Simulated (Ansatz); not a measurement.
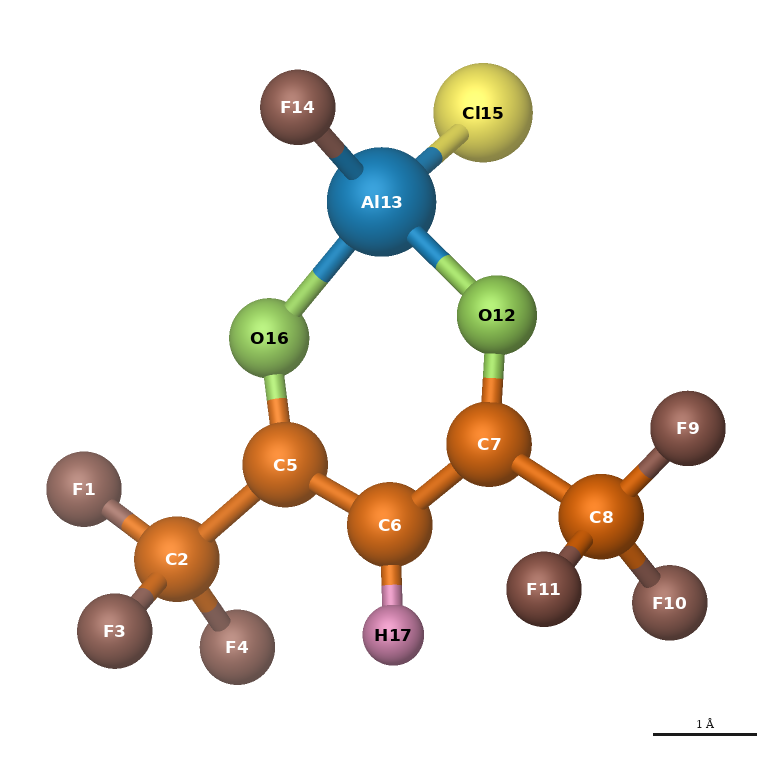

Numbered structure. Computed geometry: PBE0-D4/def2-TZVP optimisation. No frequency run is at hand to confirm it as a minimum.

Describe the coordination of atom 6.

C6 has 3 neighbours (C5 at 1.39, C7 at 1.39, H17 at 1.08 Å); the arrangement is trigonal planar.

What is the geometry at C2?

C2 has 4 neighbours (F1 at 1.32, F3 at 1.33, F4 at 1.33, C5 at 1.54 Å); the arrangement is tetrahedral.

What is the geometry at C5?

C5 has 3 neighbours (C2 at 1.54, C6 at 1.39, O16 at 1.26 Å); the arrangement is trigonal planar.

What is the geometry at O12?

O12 has 2 neighbours (C7 at 1.26, Al13 at 1.82 Å); the arrangement is bent.

Which bond is the longest?

Al13–Cl15, 2.082 Å.

What is the dihedral angle O12–C7–C8–F10?

120° in size, that is anticlinal.
